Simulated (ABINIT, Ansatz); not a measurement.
**How the form of the self-energy moves the gap of Cs2H6Pt (Fm-3m)**

Wanted: the gap of Cs2H6Pt (Fm-3m) under several approximations, with cost.

Main program and level: ABINIT 10.8.3; LDA and many-body steps on it, plane waves.

## (1) The structure

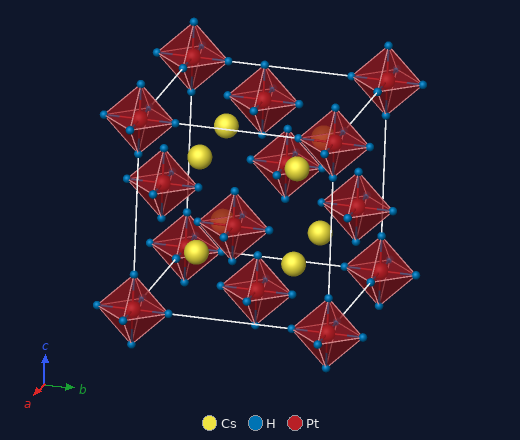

The cell as given, slightly off an axis (caesium yellow, hydrogen blue, platinum red). This picture shows the conventional cell, with its axes. Some periodic images of atoms are drawn too.

The cell and positions are those that the Materials Project relaxed with its own functionals (PBE, PBE+U or r2SCAN), kept fixed. Spin-orbit coupling is left out unless a step names it.

## (2) Empty states on the mesh, 2×2×2 mesh, 344 bands

This step: ABINIT 10.8.3; DFT, LDA, plane waves, norm-conserving pseudopotentials.

The sums over transitions need many empty states on a uniform mesh; this step solves for them.

File run.abi:

```
acell 3*1.0 Angstrom
rprim 
  0.000000000000 4.486174700000 4.486174700000
  4.486174700000 0.000000000000 4.486174700000
  4.486174700000 4.486174700000 0.000000000000
ntypat 3
znucl 55 1 78
natom 9
typat 1 1 2 2 2 2 2 2 3
xred 
  0.750000000000 0.750000000000 0.750000000000
  0.250000000000 0.250000000000 0.250000000000
  0.816861770000 0.816861770000 0.183138230000
  0.183138230000 0.816861770000 0.183138230000
  0.816861770000 0.183138230000 0.183138230000
  0.183138230000 0.183138230000 0.816861770000
  0.816861770000 0.183138230000 0.816861770000
  0.183138230000 0.816861770000 0.816861770000
  0.000000000000 0.000000000000 0.000000000000
pp_dirpath "pseudos"
pseudos "Cs.upf, H.upf, Pt.upf"
ecut 34
ngkpt 2 2 2
nshiftk 1
shiftk 0 0 0
kptopt 1
chksymbreak 0
iscf -2
irdden 1
istwfk *1
nband 344
nbdbuf 30
tolwfr 1e-09
nstep 60
prtvol 0
indata_prefix "in"
outdata_prefix "out"
tmpdata_prefix "tmp"
```

Command:

```console
> OMP_NUM_THREADS=1 mpirun -n 4 abinit run.abi > log
```

Numbers of over 12 decimals in the logs are rounded to 6 here.

The log of the run:

```text
.Version 10.8.3 of ABINIT. v10.8.2 released Aug 2026.

 Symmetries : space group Fm -3 m (#225); Bravais cF (face-center cubic)
[... echo of the input left out ...]
== DATASET  1 ==================================================================
-   mpi_nproc: 4, omp_nthreads: 1 (-1 if OMP is not activated)
-    --> not optimal distribution: autoparal keyword recommended in input file <--

--- !DatasetInfo
iteration_state: {dtset: 1, }
dimensions: {natom: 9, nkpt: 3, mband: 344, nsppol: 1, nspinor: 1, nspden: 1, mpw: 11618, }
cutoff_energies: {ecut:  34.0, pawecutdg:  -1.0, }
[...]
2.84080    2.87096    2.87097    2.87099    2.88528    2.88529    2.88541    2.88743
   2.88753    2.88763    2.88836    2.89186    2.89206    2.89328    2.91243    2.91958
 prteigrs : prtvol=0 or 1, do not print more k-points.

== END DATASET(S) ==============================================================
================================================================================

 -outvars: echo values of variables after computation  --------
            nband         344
             nkpt           3
          spgroup         225
 [... the other variables as echoed above ...]

 Calculation completed.
```

Wall time 5.6 min (4 MPI ranks of Arm Neoverse V1, shared host); peak memory 0.58 GiB; 22 min of CPU time.

Numbers from this step:

- gap: 3.620 eV
- k of the valence top: 0.5, 0.5, 0
- k of the conduction bottom: 0.5, 0.5, 0
- least direct gap: 3.620 eV
- k points computed: 3
- lowest point of the top converged band, above the valence top: 73.8253 eV

On this mesh the gap is 3.620 eV.

The density comes from a self-consistent run that is not shown.

## (3) Screening, 2×2×2 mesh, 140 bands, screening to 114.3 eV

The RPA dielectric matrix is built and inverted for each q.

This step: RPA screening on LDA, plane waves, norm-conserving pseudopotentials.

run.abi: that of step 2 with these lines changed.

```diff
@@ -27,10 +27,11 @@
 chksymbreak 0
-iscf -2
-irdden 1
 istwfk *1
-nband 344
-nbdbuf 30
-tolwfr 1e-09
-nstep 60
-prtvol 0
+occopt 1
+irdwfk 1
+optdriver 3
+nband 140
+ecuteps 4.2
+inclvkb 2
+awtr 1
+symchi 1
 indata_prefix "in"
```

The log of the run:

```text
.Version 10.8.3 of ABINIT. v10.8.2 released Aug 2026.

 Symmetries : space group Fm -3 m (#225); Bravais cF (face-center cubic)
[... echo of the input left out ...]
== DATASET  1 ==================================================================
-   mpi_nproc: 4, omp_nthreads: 1 (-1 if OMP is not activated)

--- !DatasetInfo
iteration_state: {dtset: 1, }
dimensions: {natom: 9, nkpt: 3, mband: 140, nsppol: 1, nspinor: 1, nspden: 1, mpw: 11618, }
cutoff_energies: {ecut:  34.0, pawecutdg:  -1.0, }
electrons: {nelect:   4.20000000E+01, charge:   0.00000000E+00, occopt:   1.00000000E+00, tsmear:   1.00000000E-02, }

 SCREENING: Calculation of the susceptibility and dielectric matrices

 Based on a program developped by R.W. Godby, V. Olevano, G. Onida, and L. Reining.
 Incorporated in ABINIT by V. Olevano, G.-M. Rignanese, and M. Torrent.
.Using double precision arithmetic ; gwpc =  8

[... cell and pseudopotentials left out ...]
--------------------------------------------------------------------------------

 ==== K-mesh for the wavefunctions ====
 Number of points in the irreducible wedge :     3
[... list of points left out ...]
 Together with 48 symmetry operations and time-reversal symmetry
 yields     8 points in the full Brillouin Zone.

 ==== Q-mesh for the screening function ====
 Number of points in the irreducible wedge :     3
[... list of points left out ...]
 Together with 48 symmetry operations and time-reversal symmetry
 yields     8 points in the full Brillouin Zone.

 setmesh: FFT mesh size selected  =    45x   45x   45
          total number of points  =        91125

 vcoul_init : cutoff-mode = AUXILIARY_FUNCTION
 q-points for optical limit:   1
     1)      0.000010    0.000020    0.000030

- screening: taking advantage of time-reversal symmetry
- Maximum band index for partially occupied states nbvw = 21
- Remaining bands to be divided among processors   nbcw = 119
- Number of bands treated by each node ~29

 Number of electrons calculated from density =   42.0000; Expected =   42.0000
 average of density, n =  0.034466
 r_s =    1.9062
 omega_plasma =   17.9082 [eV]

 calculating chi0 at frequencies [eV] :
  1    0.000000E+00    0.000000E+00
  2    0.000000E+00    1.790823E+01

--------------------------------------------------------------------------------
  q-point number  1        q = ( 0.000000, 0.000000, 0.000000) [r.l.u.]
--------------------------------------------------------------------------------
[... chi0 elements left out ...]
 For q-point:  0.000010 0.000020 0.000030
  dielectric constant =   2.7677
  dielectric constant without local fields =   3.5872

  Average fulfillment of the sum rule on Im[epsilon] for q-point    1 :     65.26  [%]
[... wings left out ...]
  q-point number  2        q = ( 0.500000, 0.000000, 0.000000) [r.l.u.]
--------------------------------------------------------------------------------
[... chi0 elements left out ...]
  Average fulfillment of the sum rule on Im[epsilon] for q-point    2 :     72.78  [%]

 [... 1 further q-points ...]
```

Elapsed: 42 s, on 4 MPI ranks; peak memory 2.2 GiB.

This step gave:

```yaml
eps_infinity_with_local_fields_on_this_mesh_along_the_program_s_q_direction: 2.768
the_same_without_local_fields: 3.587
plasma_frequency: 17.91 eV
plane_waves_in_the_screening_matrix: 531
```

Local fields lower ε∞ by 23 %. On a Γ-centred mesh this coarse the value itself is usually too large, while a short band sum pulls it down.

## (4) G0W0, Godby-Needs plasmon pole

The self-energy is evaluated for the states that the input lists, and the levels follow from it, in one-shot runs by the linearised quasiparticle equation.

This step: G0W0 on LDA, plane waves, norm-conserving pseudopotentials.

run.abi: that of step 3 with these lines changed.

```diff
@@ -30,8 +30,17 @@
 irdwfk 1
-optdriver 3
+optdriver 4
 nband 140
+gwcalctyp 0
+ecutsigx 34
+symsigma 1
+nkptgw 2
+kptgw 
+  0.5000000000 0.5000000000 0.0000000000
+  0.0000000000 0.0000000000 0.0000000000
+bdgw 
+  20 23
+  19 24
 ecuteps 4.2
-inclvkb 2
-awtr 1
-symchi 1
+irdscr 1
+ppmodel 1
 indata_prefix "in"
```

The log of the run:

```text
.Version 10.8.3 of ABINIT. v10.8.2 released Aug 2026.

 Symmetries : space group Fm -3 m (#225); Bravais cF (face-center cubic)
[... echo of the input left out ...]
== DATASET  1 ==================================================================
-   mpi_nproc: 4, omp_nthreads: 1 (-1 if OMP is not activated)

--- !DatasetInfo
iteration_state: {dtset: 1, }
dimensions: {natom: 9, nkpt: 3, mband: 140, nsppol: 1, nspinor: 1, nspden: 1, mpw: 11618, }
cutoff_energies: {ecut:  34.0, pawecutdg:  -1.0, }
electrons: {nelect:   4.20000000E+01, charge:   0.00000000E+00, occopt:   1.00000000E+00, tsmear:   1.00000000E-02, }

 SIGMA: Calculation of the GW corrections

 Based on a program developped by R.W. Godby, V. Olevano, G. Onida, and L. Reining.
 Incorporated in ABINIT by V. Olevano, G.-M. Rignanese, and M. Torrent.
.Using double precision arithmetic ; gwpc =  8

[... cell and pseudopotentials left out ...]
--------------------------------------------------------------------------------

 ==== K-mesh for the wavefunctions ====
 Number of points in the irreducible wedge :     3
[... list of points left out ...]
 Together with 48 symmetry operations and time-reversal symmetry
 yields     8 points in the full Brillouin Zone.

 ==== Q-mesh for screening function ====
 Number of points in the irreducible wedge :     3
[... list of points left out ...]
 Together with 48 symmetry operations and time-reversal symmetry
 yields     8 points in the full Brillouin Zone.

 vcoul_init : cutoff-mode = AUXILIARY_FUNCTION
 q-points for optical limit:   1
     1)      0.000010    0.000020    0.000030
 setmesh: FFT mesh size selected  =    64x   64x   64
          total number of points  =       262144

 Number of electrons calculated from density =   42.0000; Expected =   42.0000
 average of density, n =  0.034466
 r_s =    1.9062
 omega_plasma =   17.9082 [eV]

 === KS Band Gaps ===
  >>>> For spin  1
   Minimum direct gap =   3.6197 [eV], located at k-point      :   0.5000  0.5000  0.0000
   Fundamental gap    =   3.6197 [eV], Top of valence bands at :   0.5000  0.5000  0.0000
                                       Bottom of conduction at :   0.5000  0.5000  0.0000
 SIGMA fundamental parameters:
 PLASMON POLE MODEL  1
 number of plane-waves for SigmaX                11575
 number of plane-waves for SigmaC and W            531
 number of plane-waves for wavefunctions         11575
 number of bands                                   140
 number of independent spin polarizations            1
 number of spinorial components                      1
 number of k-points in IBZ                           3
 number of q-points in IBZ                           3
 number of symmetry operations                      48
 number of k-points in BZ                            8
 number of q-points in BZ                            8
 number of frequencies for dSigma/dE                 9
 frequency step for dSigma/dE [eV]                0.25
 number of omega for Sigma on real axis              0
 max omega for Sigma on real axis  [eV]           0.00
 zcut for avoiding poles [eV]                     0.10

 EPSILON^-1 parameters (SCR file):
 dimension of the eps^-1 matrix on file            531
 dimension of the eps^-1 matrix used               531
 number of plane-waves for wavefunctions         11575
 number of bands                                   140
 number of q-points in IBZ                           3
 number of frequencies                               2
 number of real frequencies                          1
 number of imag frequencies                          1

 matrix elements of self-energy operator (all in [eV])

 Perturbative Calculation

--- !SelfEnergy_ee
iteration_state: {dtset: 1, }
kpoint     : [   0.500,    0.500,    0.000, ]
spin       : 1
KS_gap     :    3.620
QP_gap     :    5.728
Delta_QP_KS:    2.108
data: !SigmaeeData |
     Band     E0 <VxcDFT>   SigX SigC(E0)      Z dSigC/dE  Sig(E)    E-E0       E
       20   0.336 -11.632 -14.548   1.844   0.814  -0.229 -12.504  -0.873  -0.536
       21   0.336 -11.632 -14.548   1.844   0.814  -0.229 -12.504  -0.873  -0.536
       22   3.956  -8.855  -5.241  -2.169   0.855  -0.170  -7.620   1.235   5.191
       23   5.729  -8.392  -4.051  -2.682   0.857  -0.166  -6.969   1.422   7.151

--- !SelfEnergy_ee
iteration_state: {dtset: 1, }
kpoint     : [   0.000,    0.000,    0.000, ]
spin       : 1
KS_gap     :    4.672
QP_gap     :    6.687
Delta_QP_KS:    2.016
data: !SigmaeeData |
     Band     E0 <VxcDFT>   SigX SigC(E0)      Z dSigC/dE  Sig(E)    E-E0       E
       19  -0.196 -10.896 -13.856   1.848   0.812  -0.232 -11.798  -0.902  -1.098
       20  -0.196 -10.896 -13.856   1.848   0.812  -0.232 -11.798  -0.902  -1.098
       21  -0.196 -10.896 -13.856   1.848   0.812  -0.232 -11.798  -0.902  -1.098
       22   4.475  -6.657  -2.750  -2.619   0.865  -0.156  -5.543   1.114   5.589
       23   4.998 -10.532  -6.242  -2.392   0.847  -0.180  -8.924   1.609   6.606
       24   4.998 -10.532  -6.242  -2.392   0.847  -0.180  -8.924   1.609   6.606

== END DATASET(S) ==============================================================
================================================================================

 -outvars: echo values of variables after computation  --------
           etotal      0.0000000000E+00
            nband         140
             nkpt           3
          spgroup         225
 [... the other variables as echoed above ...]

 Calculation completed.
```

Run time: 22 s. Hardware: 4 MPI ranks; peak memory 1.6 GiB; 87 s of CPU time.

Numbers from this step:

```
G0W0 gap on the points computed              : 5.727 eV
starting gap on the mesh                     : 3.620 eV
k of the valence top                         : 0.5, 0.5, 0
k of the conduction bottom                   : 0.5, 0.5, 0
Z at the valence top                         : 0.814
Z at the conduction bottom                   : 0.855
least direct G0W0 gap on the computed points : 5.727 eV
```

The gap on the mesh goes from 3.62 eV to 5.73 eV, a correction of +2.11 eV.

## (5) G0W0, von der Linden-Horsch plasmon pole

run.abi: that of step 4 with these lines changed.

```diff
@@ -44,3 +44,3 @@
 irdscr 1
-ppmodel 1
+ppmodel 3
 indata_prefix "in"
```

The log of the run:

```text
.Version 10.8.3 of ABINIT. v10.8.2 released Aug 2026.

 Symmetries : space group Fm -3 m (#225); Bravais cF (face-center cubic)
[... echo of the input left out ...]
== DATASET  1 ==================================================================
-   mpi_nproc: 4, omp_nthreads: 1 (-1 if OMP is not activated)

--- !DatasetInfo
iteration_state: {dtset: 1, }
dimensions: {natom: 9, nkpt: 3, mband: 140, nsppol: 1, nspinor: 1, nspden: 1, mpw: 11618, }
cutoff_energies: {ecut:  34.0, pawecutdg:  -1.0, }
electrons: {nelect:   4.20000000E+01, charge:   0.00000000E+00, occopt:   1.00000000E+00, tsmear:   1.00000000E-02, }

 SIGMA: Calculation of the GW corrections

 Based on a program developped by R.W. Godby, V. Olevano, G. Onida, and L. Reining.
 Incorporated in ABINIT by V. Olevano, G.-M. Rignanese, and M. Torrent.
.Using double precision arithmetic ; gwpc =  8

[... cell and pseudopotentials left out ...]
--------------------------------------------------------------------------------

 ==== K-mesh for the wavefunctions ====
 Number of points in the irreducible wedge :     3
[... list of points left out ...]
 Together with 48 symmetry operations and time-reversal symmetry
 yields     8 points in the full Brillouin Zone.

 ==== Q-mesh for screening function ====
 Number of points in the irreducible wedge :     3
[... list of points left out ...]
 Together with 48 symmetry operations and time-reversal symmetry
 yields     8 points in the full Brillouin Zone.

 vcoul_init : cutoff-mode = AUXILIARY_FUNCTION
 q-points for optical limit:   1
     1)      0.000010    0.000020    0.000030
 setmesh: FFT mesh size selected  =    64x   64x   64
          total number of points  =       262144

 Number of electrons calculated from density =   42.0000; Expected =   42.0000
[...]
number of omega for Sigma on real axis              0
 max omega for Sigma on real axis  [eV]           0.00
 zcut for avoiding poles [eV]                     0.10

 EPSILON^-1 parameters (SCR file):
 dimension of the eps^-1 matrix on file            531
 dimension of the eps^-1 matrix used               531
 number of plane-waves for wavefunctions         11575
 number of bands                                   140
 number of q-points in IBZ                           3
 number of frequencies                               2
 number of real frequencies                          1
 number of imag frequencies                          1

 matrix elements of self-energy operator (all in [eV])

 Perturbative Calculation

--- !SelfEnergy_ee
iteration_state: {dtset: 1, }
kpoint     : [   0.500,    0.500,    0.000, ]
spin       : 1
KS_gap     :    3.620
QP_gap     :    5.980
Delta_QP_KS:    2.361
data: !SigmaeeData |
     Band     E0 <VxcDFT>   SigX SigC(E0)      Z dSigC/dE  Sig(E)    E-E0       E
       20   0.336 -11.632 -14.548   1.523   0.873  -0.145 -12.849  -1.217  -0.881
       21   0.336 -11.632 -14.548   1.523   0.873  -0.145 -12.849  -1.217  -0.881
       22   3.956  -8.855  -5.241  -2.352   0.906  -0.104  -7.711   1.144   5.099
[...]
--- !SelfEnergy_ee
iteration_state: {dtset: 1, }
kpoint     : [   0.000,    0.000,    0.000, ]
spin       : 1
KS_gap     :    4.672
QP_gap     :    6.925
Delta_QP_KS:    2.253
data: !SigmaeeData |
     Band     E0 <VxcDFT>   SigX SigC(E0)      Z dSigC/dE  Sig(E)    E-E0       E
[...]
23   4.998 -10.532  -6.242  -2.552   0.898  -0.113  -8.971   1.561   6.559
       24   4.998 -10.532  -6.242  -2.552   0.898  -0.113  -8.971   1.561   6.559

== END DATASET(S) ==============================================================
================================================================================

 -outvars: echo values of variables after computation  --------
           etotal      0.0000000000E+00
            nband         140
             nkpt           3
          spgroup         225
 [... the other variables as echoed above ...]

 Calculation completed.
```

Wall time 14 s (4 MPI ranks); peak memory 1.5 GiB.

This step gave:

- G0W0 gap on the points computed: 5.98 eV
- starting gap on the mesh: 3.620 eV
- k of the valence top: 0.5, 0.5, 0
- k of the conduction bottom: 0.5, 0.5, 0
- Z at the valence top: 0.873
- Z at the conduction bottom: 0.906
- least direct G0W0 gap on the computed points: 5.98 eV

Against G0W0 in ABINIT (2×2×2 mesh, 140 bands, screening to 114.3 eV, Godby-Needs plasmon pole), the gap moves by +0.253 eV.

## (6) G0W0, Hybertsen-Louie plasmon pole

run.abi: that of step 5 with these lines changed.

```diff
@@ -44,3 +44,3 @@
 irdscr 1
-ppmodel 3
+ppmodel 2
 indata_prefix "in"
```

The log of the run:

```text
.Version 10.8.3 of ABINIT. v10.8.2 released Aug 2026.

 Symmetries : space group Fm -3 m (#225); Bravais cF (face-center cubic)
[... echo of the input left out ...]
== DATASET  1 ==================================================================
-   mpi_nproc: 4, omp_nthreads: 1 (-1 if OMP is not activated)

--- !DatasetInfo
iteration_state: {dtset: 1, }
dimensions: {natom: 9, nkpt: 3, mband: 140, nsppol: 1, nspinor: 1, nspden: 1, mpw: 11618, }
cutoff_energies: {ecut:  34.0, pawecutdg:  -1.0, }
[...]
Band     E0 <VxcDFT>   SigX SigC(E0)      Z dSigC/dE  Sig(E)    E-E0       E
[...]
23   4.998 -10.532  -6.242  -2.502   0.878  -0.138  -8.961   1.571   6.569
       24   4.998 -10.532  -6.242  -2.502   0.878  -0.138  -8.961   1.571   6.569

== END DATASET(S) ==============================================================
================================================================================

 -outvars: echo values of variables after computation  --------
           etotal      0.0000000000E+00
            nband         140
             nkpt           3
          spgroup         225
 [... the other variables as echoed above ...]

 Calculation completed.
```

Elapsed: 22 s, on 4 MPI ranks; peak memory 1.6 GiB.

Numbers from this step:

* G0W0 gap on the points computed: 5.895 eV
* starting gap on the mesh: 3.620 eV
* k of the valence top: 0.5, 0.5, 0
* k of the conduction bottom: 0.5, 0.5, 0
* least direct G0W0 gap on the computed points: 5.895 eV

Against G0W0 in ABINIT (2×2×2 mesh, 140 bands, screening to 114.3 eV, Godby-Needs plasmon pole), the gap moves by +0.168 eV.

(Continued in part 2 of 2.)

[Paths, hosts, dates, memory and timing lines, banners, echoed tables and standing remarks are left out of the program output.]

[Logs are printed without paths, hosts, clocks, repeated set-up lines and the standing remarks that a program may print on its own settings, such as how far it seeks lower states.]

[Runs of the session that timed out or met a known fault of the program may be left out.]

[Hosts, paths, dates, database ids (printed as entryN), source tags and the programs' standing remarks are cut or masked in the printed files.]

[G0W0 gaps are taken among the corrected bands and points alone; a level outside them can change the order at an edge.]

[Where Ansatz stands beside ABINIT at settings called matched, ABINIT's density can come from a denser mesh and the files from another edition; pairs whose starting gaps differed by over 0.03 eV were left out, so agreement reads better than it is.]
